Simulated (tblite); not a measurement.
**Nudged elastic band, with input and output: C$_{7}$H$_{14}$**

- system: C$_{7}$H$_{14}$ (2-methyl-2-hexene)
- method: GFN2-xTB climbing-image nudged elastic band, gas phase (tblite 0.8.0)

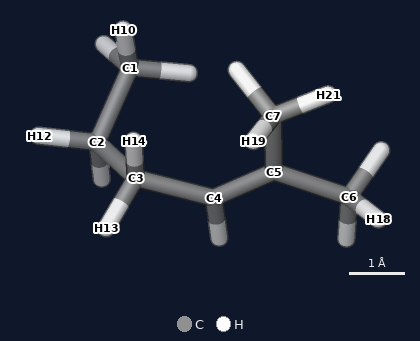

Figure 1. The structure as given in the input (stick view, seen at a tilt; atoms are numbered from 1 in the order of the input). Bond lengths as drawn: C–C 1.33 to 1.53 Å and C–H 1.08 to 1.09 Å.

### Results in brief

```tsv
quantity	value
outcome	converged
forward barrier	0.196 eV
hardware	1 CPU thread, shared host
wall time	3.7 s
peak memory	0.19 GiB
```

### Input file
```
{"job": {"kind": "neb", "xc": "GFN2-xTB", "basis": "xTB", "atoms": [0, 1, 2, 3], "turn": 120}, "charge": 0, "multiplicity": 1}
C      2.253617    -0.171966     0.798256
C      2.148937     0.106899    -0.695621
C      0.784883     0.699557    -1.066893
C     -0.318091    -0.291505    -0.857205
C     -1.340979    -0.178481    -0.019226
C     -2.394112    -1.242034     0.085706
C     -1.554275     1.010863     0.877666
H      1.456006    -0.841723     1.112467
H      3.209083    -0.633857     1.037426
H      2.169667     0.753057     1.365228
H      2.298614    -0.822903    -1.249102
H      2.937260     0.802611    -0.992582
H      0.801619     0.982311    -2.124286
H      0.611825     1.603091    -0.482811
H     -0.233783    -1.184544    -1.464835
H     -2.210366    -2.053180    -0.614283
H     -2.416410    -1.651661     1.096015
H     -3.376514    -0.817824    -0.121908
H     -1.864714     1.878846     0.296045
H     -0.641837     1.270776     1.409562
H     -2.329348     0.798609     1.609912
```

The first line tells a small driver script what to run in tblite; the rest is the geometry in Å.

Command:
```bash
OMP_NUM_THREADS=1 python <driver script> task.json out
```

### Output
```
image   E - E0 / eV
  0       0.0000
  1       0.0195
  2       0.0785
  3       0.1554
  4       0.1956
  5       0.1678
  6       0.1062
  7       0.0572
  8       0.0302
```
